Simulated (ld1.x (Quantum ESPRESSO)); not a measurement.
Dy: pseudopotential generation

Dysprosium (Dy, Z = 66), core [Kr] 4d10, reference valence 4f10 5s2 5p6 5d0 6s2 6p0, valence charge 20. Level asked for: TM potential, PBE, scalar-relativistic, made with ld1.x (Quantum ESPRESSO) 7.5.

### Input
```
 &input
   title='Dy', zed=66., rel=1, dft='PBE', iswitch=3,
   config='[Xe] 4f10 5d0 6s2 6p0',
   nld=4, rlderiv=2.70, eminld=-6.0, emaxld=5.0, deld=0.02
 /
 &inputp
   pseudotype=2, tm=.true., lloc=-2, rcloc=1.45,
   nlcc=.true., rcore=0.90,
   file_pseudopw='Dy.UPF', file_wfcaegen='ae.wfc', file_wfcncgen='nc.wfc', file_beta='beta', file_chi='chi'
 /
4
5S  1  0   2.00   0.00  2.25  2.25  0.0
5P  2  1   6.00   0.00  1.80  1.80  0.0
5D  3  2   0.00   0.00  2.50  2.50  0.0
4F  4  3  10.00   0.00  1.00  1.00  0.0
 &test
   configts(1)='4f10 5s2 5p6 5d0 6s2 6p0'
 /
```

Command:
```bash
ld1.x < Dy.in > Dy.out
```

### Log
```
     Program LD1 v.7.5
     --------------------------- All-electron run ----------------------------

     Dy
     scalar relativistic calculation

     atomic number is 66.00
     dft =PBE   lsd =0 sic =0 latt =0  beta=0.20 tr2=1.0E-14
     Exchange-correlation= PBE
                           (   1   4   3   4   0   0   0)
     mesh =1265 r(mesh) = 100.51885 a.u. xmin = -7.00 dx = 0.01250
     1 Ry =  13.60569312 eV, c = 137.03599908

     n l     nl                  e(Ry)          e(Ha)          e(eV)
     1 0     1S 1( 2.00)     -3944.1473     -1972.0737    -53662.8578
     2 0     2S 1( 2.00)      -656.7874      -328.3937     -8936.0482
     2 1     2P 1( 6.00)      -582.7096      -291.3548     -7928.1676
     3 0     3S 1( 2.00)      -146.1942       -73.0971     -1989.0740
     3 1     3P 1( 6.00)      -123.4577       -61.7288     -1679.7271
     4 0     4S 1( 2.00)       -28.9153       -14.4576      -393.4120
     4 1     4P 1( 6.00)       -21.4321       -10.7160      -291.5981
     3 2     3D 1(10.00)       -94.2416       -47.1208     -1282.2229
     5 0     5S 1( 2.00)        -3.5954        -1.7977       -48.9178
     5 1     5P 1( 6.00)        -1.8631        -0.9315       -25.3485
     4 2     4D 1(10.00)       -11.2462        -5.6231      -153.0128
     4 3     4F 1(10.00)        -0.2284        -0.1142        -3.1081
     5 2     5D 1( 0.00)        -0.0860        -0.0430        -1.1706
     6 0     6S 1( 2.00)        -0.2753        -0.1377        -3.7460
     6 1     6P 1( 0.00)        -0.0852        -0.0426        -1.1592

     final scf error:  4.4E-15 reached in  29 iterations

     Etot =  -24314.518395 Ry,  -12157.259197 Ha, -330815.875712 eV

     Ekin =   26234.785417 Ry,   13117.392708 Ha,  356942.439527 eV
     Encl =  -59505.737388 Ry,  -29752.868694 Ha, -809616.801953 eV
     Eh   =    9482.429443 Ry,    4741.214722 Ha,  129015.025066 eV
     Exc  =    -525.995867 Ry,    -262.997934 Ha,   -7156.538353 eV

     normalization and overlap integrals

     s(1S/1S) =  1.000000  <r> =   0.0211  <r2> =    0.0006  r(max) =   0.0134
     s(2S/2S) =  1.000000  <r> =   0.0898  <r2> =    0.0095  r(max) =   0.0760
     s(2P/2P) =  1.000000  <r> =   0.0795  <r2> =    0.0077  r(max) =   0.0614
     s(3S/3S) =  1.000000  <r> =   0.2345  <r2> =    0.0628  r(max) =   0.2145
     s(3P/3P) =  1.000000  <r> =   0.2334  <r2> =    0.0631  r(max) =   0.2118
     s(4S/4S) =  1.000000  <r> =   0.5299  <r2> =    0.3169  r(max) =   0.4955
     s(4P/4P) =  1.000000  <r> =   0.5616  <r2> =    0.3588  r(max) =   0.5145
     s(3D/3D) =  1.000000  <r> =   0.2121  <r2> =    0.0528  r(max) =   0.1734
     s(5S/5S) =  1.000000  <r> =   1.3013  <r2> =    1.9082  r(max) =   1.1593
     s(5P/5P) =  1.000000  <r> =   1.5468  <r2> =    2.7304  r(max) =   1.3302
     s(4D/4D) =  1.000000  <r> =   0.6098  <r2> =    0.4317  r(max) =   0.5341
     s(4F/4F) =  1.000000  <r> =   0.8818  <r2> =    1.0934  r(max) =   0.5408
     s(5D/5D) =  1.000000  <r> =   3.5232  <r2> =   16.1394  r(max) =   2.1124
     s(6S/6S) =  1.000000  <r> =   4.1141  <r2> =   19.3101  r(max) =   3.4828
     s(6P/6P) =  1.000000  <r> =   5.9474  <r2> =   40.9488  r(max) =   4.8203

     ------------------------ End of All-electron run ------------------------

     --------------------- Generating NC pseudopotential ---------------------

      Generating local potential from pseudized AE potential:
      Matching radius rcloc =   1.4500
      Enforcing V''(0)=0 (lloc=-2)

      Local pseudo, rcloc= 1.434 Estimated cut-off energy=    15.38 Ry

      Computing core charge for nlcc:

       r > 0.90 : true rho core
       r < 0.90 : rho core = a sin(br)/r    a=  23.94  b=   3.00

      Integrated core pseudo-charge :  11.10

      Wfc   5S  rcut= 2.249  Using Troullier-Martins method

      Wfc   5P  rcut= 1.796  Using Troullier-Martins method

      Wfc   5D  rcut= 2.485  Using Troullier-Martins method

      Wfc   4F  rcut= 1.010  Using Troullier-Martins method

     ------------------- End of pseudopotential generation -------------------

     --------------------------- All-electron run ----------------------------

     Dy
     scalar relativistic calculation

     atomic number is 66.00
     dft =PBE   lsd =0 sic =0 latt =0  beta=0.20 tr2=1.0E-14
     Exchange-correlation= PBE
                           (   1   4   3   4   0   0   0)
     mesh =1265 r(mesh) = 100.51885 a.u. xmin = -7.00 dx = 0.01250
     1 Ry =  13.60569312 eV, c = 137.03599908

     n l     nl                  e(Ry)          e(Ha)          e(eV)
     1 0     1S 1( 2.00)     -3944.1473     -1972.0737    -53662.8578
     2 0     2S 1( 2.00)      -656.7874      -328.3937     -8936.0482
     2 1     2P 1( 6.00)      -582.7096      -291.3548     -7928.1676
     3 0     3S 1( 2.00)      -146.1942       -73.0971     -1989.0740
     3 1     3P 1( 6.00)      -123.4577       -61.7288     -1679.7271
     4 0     4S 1( 2.00)       -28.9153       -14.4576      -393.4120
     4 1     4P 1( 6.00)       -21.4321       -10.7160      -291.5981
     3 2     3D 1(10.00)       -94.2416       -47.1208     -1282.2229
     5 0     5S 1( 2.00)        -3.5954        -1.7977       -48.9178
     5 1     5P 1( 6.00)        -1.8631        -0.9315       -25.3485
     4 2     4D 1(10.00)       -11.2462        -5.6231      -153.0128
     4 3     4F 1(10.00)        -0.2284        -0.1142        -3.1081
     5 2     5D 1( 0.00)        -0.0860        -0.0430        -1.1706
     6 0     6S 1( 2.00)        -0.2753        -0.1377        -3.7460
     6 1     6P 1( 0.00)        -0.0852        -0.0426        -1.1592

     final scf error:  4.4E-15 reached in  29 iterations

     Etot =  -24314.518395 Ry,  -12157.259197 Ha, -330815.875712 eV

     Ekin =   26234.785417 Ry,   13117.392708 Ha,  356942.439527 eV
     Encl =  -59505.737388 Ry,  -29752.868694 Ha, -809616.801953 eV
     Eh   =    9482.429443 Ry,    4741.214722 Ha,  129015.025066 eV
     Exc  =    -525.995867 Ry,    -262.997934 Ha,   -7156.538353 eV

     normalization and overlap integrals

     s(1S/1S) =  1.000000  <r> =   0.0211  <r2> =    0.0006  r(max) =   0.0134
     s(2S/2S) =  1.000000  <r> =   0.0898  <r2> =    0.0095  r(max) =   0.0760
     s(2P/2P) =  1.000000  <r> =   0.0795  <r2> =    0.0077  r(max) =   0.0614
     s(3S/3S) =  1.000000  <r> =   0.2345  <r2> =    0.0628  r(max) =   0.2145
     s(3P/3P) =  1.000000  <r> =   0.2334  <r2> =    0.0631  r(max) =   0.2118
     s(4S/4S) =  1.000000  <r> =   0.5299  <r2> =    0.3169  r(max) =   0.4955
     s(4P/4P) =  1.000000  <r> =   0.5616  <r2> =    0.3588  r(max) =   0.5145
     s(3D/3D) =  1.000000  <r> =   0.2121  <r2> =    0.0528  r(max) =   0.1734
     s(5S/5S) =  1.000000  <r> =   1.3013  <r2> =    1.9082  r(max) =   1.1593
     s(5P/5P) =  1.000000  <r> =   1.5468  <r2> =    2.7304  r(max) =   1.3302
     s(4D/4D) =  1.000000  <r> =   0.6098  <r2> =    0.4317  r(max) =   0.5341
     s(4F/4F) =  1.000000  <r> =   0.8818  <r2> =    1.0934  r(max) =   0.5408
     s(5D/5D) =  1.000000  <r> =   3.5232  <r2> =   16.1394  r(max) =   2.1124
     s(6S/6S) =  1.000000  <r> =   4.1141  <r2> =   19.3101  r(max) =   3.4828
     s(6P/6P) =  1.000000  <r> =   5.9474  <r2> =   40.9488  r(max) =   4.8203

     ------------------------ End of All-electron run ------------------------

     Computing logarithmic derivative in   2.69558

       Warning: n=4, l=3 expected 0 nodes, found 1
       Setting wfc to zero for this iteration
       (This warning will only be printed once per wavefunction)

       Warning: n=1, l=0 expected 0 nodes, found 1
       Setting wfc to zero for this iteration
       (This warning will only be printed once per wavefunction)

       Warning: n=2, l=1 expected 0 nodes, found 1
       Setting wfc to zero for this iteration
       (This warning will only be printed once per wavefunction)

       Warning: n=2, l=0 expected 1 nodes, found 2
       Setting wfc to zero for this iteration
       (This warning will only be printed once per wavefunction)

 %%%%%%%%%%%%%%%%%%%%%%%%%%%%%%%%%%%%%%%%%%%%%%%%%%%%%%%%%%%%%%%%%%%%%%%%%%%%%%
     Error in routine run_pseudo (1):
     Errors in PS-KS equation
 %%%%%%%%%%%%%%%%%%%%%%%%%%%%%%%%%%%%%%%%%%%%%%%%%%%%%%%%%%%%%%%%%%%%%%%%%%%%%%

     stopping ...
```

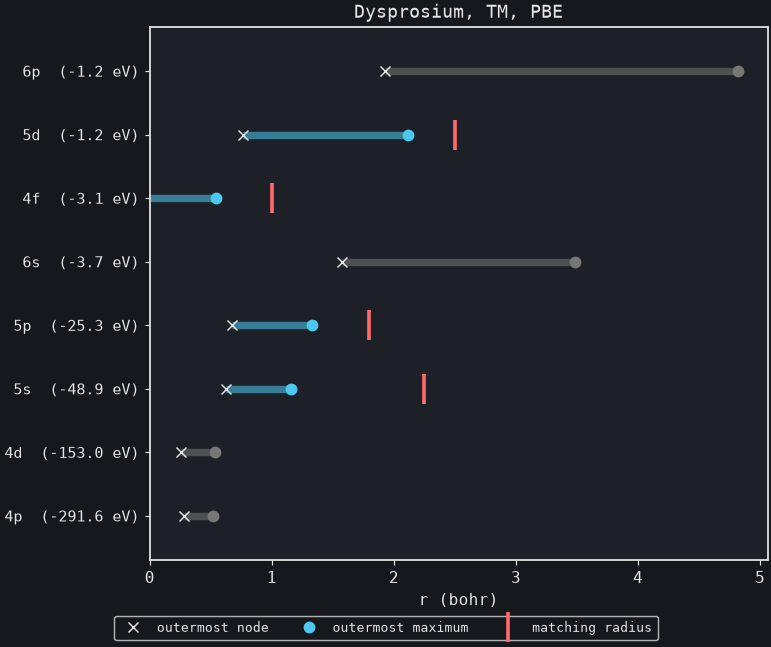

*Outer shells of the all-electron reference atom: each bar runs from the outermost node (or the nucleus) to the outermost maximum of u(r); the tick is the radius chosen for the pseudo-wave. Shells without a tick have no pseudo-wave of their own. Levels, nodes and maxima are from ld1.x, scalar-relativistic.*

- Radii against the shells: 5s: 2.25 bohr, outside the maximum; 5p: 1.80 bohr, outside the maximum; 4f: 1.00 bohr, outside the maximum; 5d: 2.50 bohr, outside the maximum.

### Outcome

| quantity | value |
| --- | --- |
| outcome | ended with an error |
| hardware | 1 CPU thread, shared host |
| wall time | 1.2 s |

### What went wrong

The generator stopped with the message “run_pseudo: Errors in PS-KS equation”. In words: the pseudo-atom solver did not find the valence states with the expected number of nodes, which is the usual sign of a ghost state.
